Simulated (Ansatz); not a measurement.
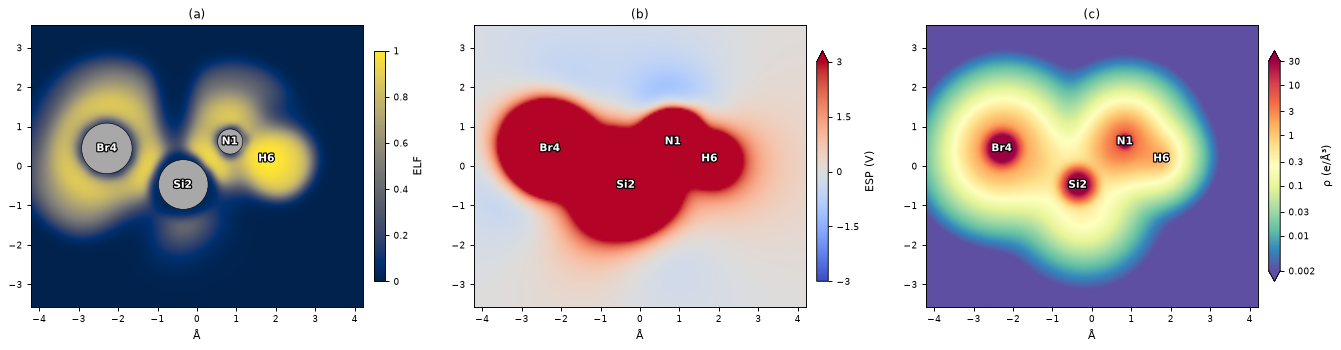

BrH$_{5}$N$_{2}$Si. (a) ELF; (b) molecular electrostatic potential; (c) electron density on the plane of atoms N1, Si2 and Br4. Grey discs cover the atomic cores in the ELF map.

All numbers below come from SCF hf, Gaussian basis in Ansatz.

```yaml
atoms:
  - { symbol: N, position_ang: [-0.6471, 1.0670, -0.3398] }
  - { symbol: Si, position_ang: [0.3724, -0.1804, -0.3951] }
  - { symbol: N, position_ang: [0.1676, -0.6330, 1.1969] }
  - { symbol: Br, position_ang: [-0.3294, -1.7436, -1.6823] }
  - { symbol: H, position_ang: [-0.6220, 1.6289, -1.2359] }
  - { symbol: H, position_ang: [-0.3830, 1.7544, 0.3834] }
  - { symbol: H, position_ang: [1.7681, 0.2806, -0.6842] }
  - { symbol: H, position_ang: [0.5585, -1.5763, 1.3071] }
  - { symbol: H, position_ang: [-0.7965, -0.6439, 1.4327] }
```

Q: What does the map show?

A: The plane passes through N, Si, Br and H nuclei. Si–N (1.61 Å): the density is about 1.4 e/Å³ at the midpoint; the ELF peaks at about 0.95 between the atoms: a short, strongly polar bond. Si–Br (2.14 Å): ρ is about 0.89 e/Å³ halfway; the ELF peaks at about 0.90 between the atoms: a polar covalent bond. The ELF also peaks beside Br4, away from the bonds: lone-pair regions. Outside the dense part of the molecule the potential is most negative (−1.1 V) near N1.
